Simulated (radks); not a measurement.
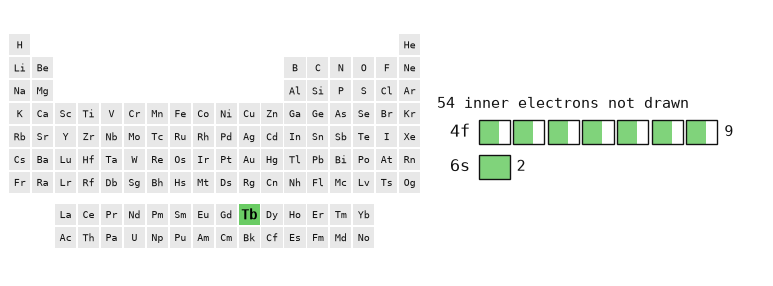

**Figure 1.** Left, the place of terbium in the periodic table; right, the outer shells as the input fills them: a box for each of the 2l + 1 orbitals, shaded by the share of the shell that is filled, with the electron count at the right.

# Run report: Tb, atomic calculation

System: atomic terbium (Tb) in the configuration [Xe] 4f9 6s2 (high spin).
Method: scalar-relativistic Kohn-Sham, LDA (Slater exchange, Perdew-Wang correlation), spin-polarised, spherical densities, finite nucleus (the in-house radial solver radks).

**The input**
```
Z 65
configuration [Xe] 4f9 6s2
relativity scalar-relativistic
functional lda,pw
spin polarised
nucleus finite rms 5.06 fm
c 137.035999084
mesh_step 0.012
max_iterations 88
```

Energies in input and log are in hartree, lengths in bohr (the nuclear radius in fm).

Hardware: 1 thread of Arm Neoverse N1, 40 GiB of memory available, shared host.

The run was one of a batch that the task file lists, launched with:
```bash
python <driver script> task.json out
```

**Output**
```
1s      1   1.0000       -1903.72515973
2s      1   1.0000        -315.61664685
2p      1   3.0000        -280.61283760
3s      1   1.0000         -70.00086998
3p      1   3.0000         -59.20174060
3d      1   5.0000         -45.08101912
4s      1   1.0000         -13.89746542
4p      1   3.0000         -10.33890075
4d      1   5.0000          -5.45074776
4f      1   7.0000          -0.16916773
5s      1   1.0000          -1.78226317
5p      1   3.0000          -0.94133359
6s      1   1.0000          -0.14434204
1s      2   1.0000       -1903.72515263
2s      2   1.0000        -315.61381081
2p      2   3.0000        -280.61079304
3s      2   1.0000         -69.93040326
3p      2   3.0000         -59.13182352
3d      2   5.0000         -45.02643568
4s      2   1.0000         -13.74484496
4p      2   3.0000         -10.18804341
4d      2   5.0000          -5.30302722
4f      2   2.0000          -0.04360863
5s      2   1.0000          -1.70593192
5p      2   3.0000          -0.88507831
6s      2   1.0000          -0.13863169
Etot -11700.454756374433
Ekin 12587.996322596431
Encl -28600.454722546456
Eh 4560.313768729424
Exc -248.31012515383213
err 2.1280499819959833e-09
it 15
```

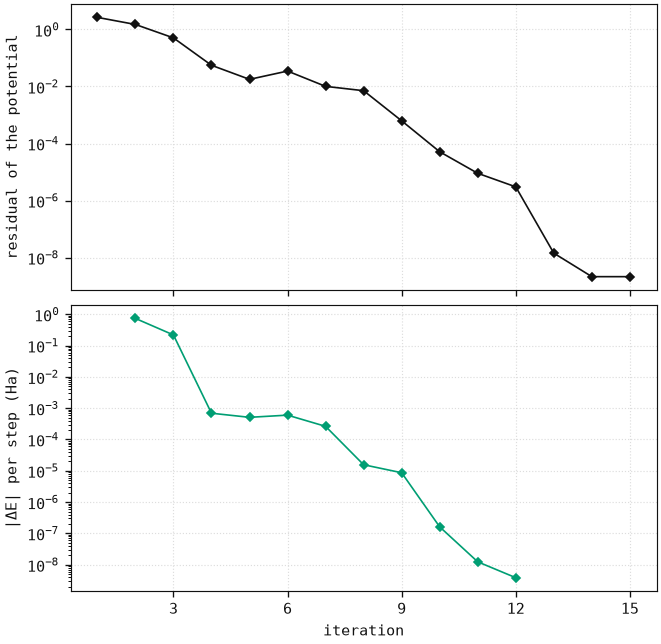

**Figure 2.** Convergence: residual of the potential and change of the energy from step to step (the smallest changes aren't drawn) against the iteration. The residual falls almost steadily, with no more than small rises or pauses. It goes from 2.7 to 2.1×10⁻⁹ in 15 steps.

**Outcome**

```
                       quantity                value
                        outcome            converged
                   total energy  −11700.4548 hartree
                 kinetic energy   12587.9963 hartree
        electron–nucleus energy  −28600.4547 hartree
                 Hartree energy    4560.3138 hartree
    exchange–correlation energy  −248.310125 hartree
radius at density 0.001 e/bohr³            5.16 bohr
                 SCF iterations                   15
```

**What is odd here**

A numerical setting was moved from its usual value: mesh step h = 0.012. The program ran to the end, and its total energy equals that of the same run with the usual input (−11700.45476 hartree) within 10⁻⁵ hartree, so the oddity leaves no trace in it.
